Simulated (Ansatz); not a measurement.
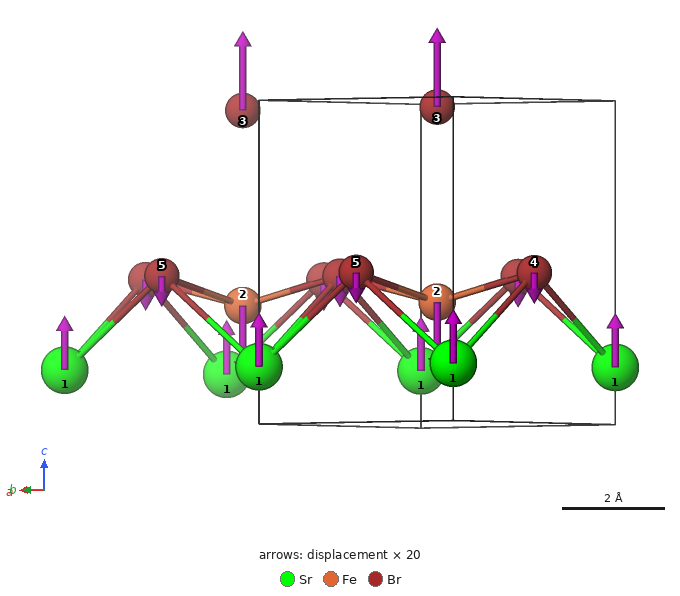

This is a relaxation of a crystal of SrFeBr₃ (built on the tetragonal perovskite type). The starting structure is drawn; purple arrows show the displacements (the part carried along by the change of the cell is left out), magnified 20 times.

The picture is a ball-and-stick view of the cell of the calculation, repeated 2 × 1 × 1 with one cell outlined, seen from a free direction.

Case: tetragonal perovskite type (P4mm, No. 99).

Computed with DFT PBE, scalar-relativistic, plane waves, PAW (Ansatz). Set-up: plane-wave cutoff 420 eV; k-point mesh 8 × 8 × 6; occupations gaussian; smearing width 0.1 eV; collinear spin; cell and atoms relaxed; force threshold 0.01 eV/Å; at most 80 steps.

Q: What did the optimiser do to the structure, and how much energy did it gain?

A: Br3 moves most relative to the cell: 0.079 Å along +c. Largest moves by element: Br 0.079 Å, Fe 0.071 Å, Sr 0.054 Å. The volume changes by +4.4 %, with a = b 4.998 → 4.965 Å (−0.7 %), c 6.398 → 6.766 Å (+5.8 %). Some distances before and after: Sr1–Br3 3.752 → 3.746 Å. Among the angles between lasting bonds that change: Br4–Fe2–Br4 155.4° → 152.1°, Fe2–Br5–Fe2 155.4° → 152.1°. The space group stays P4mm (No. 99). Over 4 accepted moves (6 points after the start) the energy falls by 1.6 meV per atom. The largest force component goes from 0.0097 to 0.0023 eV/Å. The pressure goes from 0.02 to 0.01 GPa. The line search rejected the trial step at point 3 of the run. The SCF was repeated once at an unchanged geometry on a basis and grid sized afresh for the cell, which shifted the energy by 0.2 meV per atom at most. Cost: 14 min on 1 thread of Arm Neoverse V1 (shared host), peak memory 0.7 GiB.

Limits of the set-up: layers or molecules are held without a dispersion correction, so their spacing is unreliable.
